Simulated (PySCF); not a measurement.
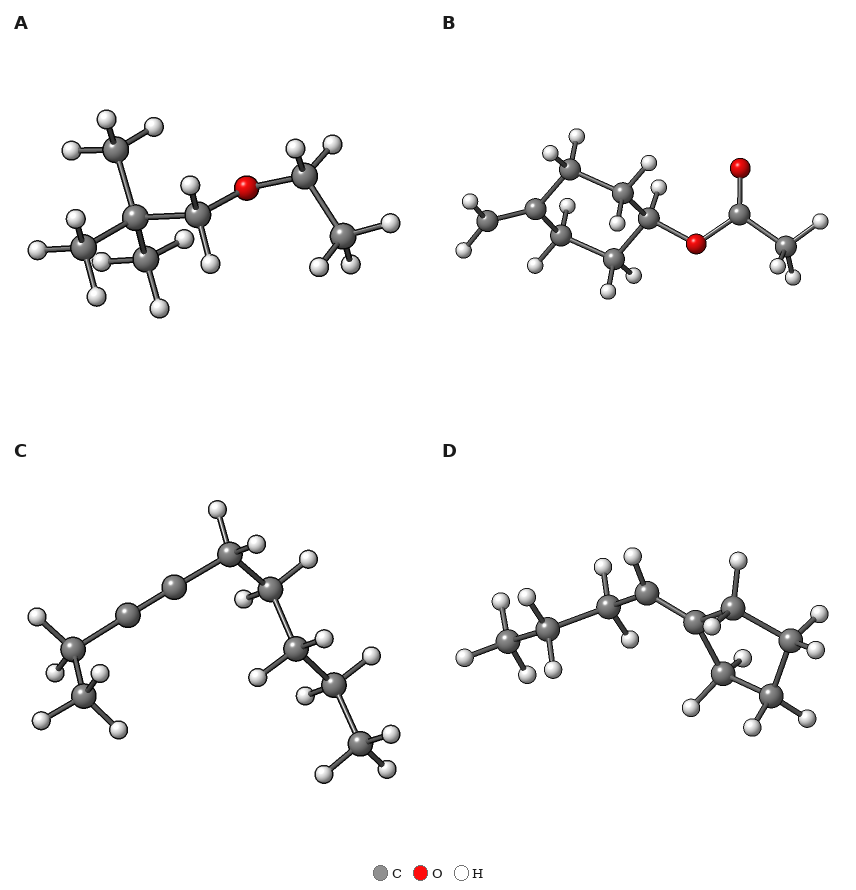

Source: calculation with PySCF.

Match each picture to its SMILES.
(1) CCCC=C1CCCC1
(2) CCOCC(C)(C)C
(3) CCC#CCCCCC
(4) C=C1CCC(OC(C)=O)CC1

A is (2), B is (4), C is (3), D is (1).
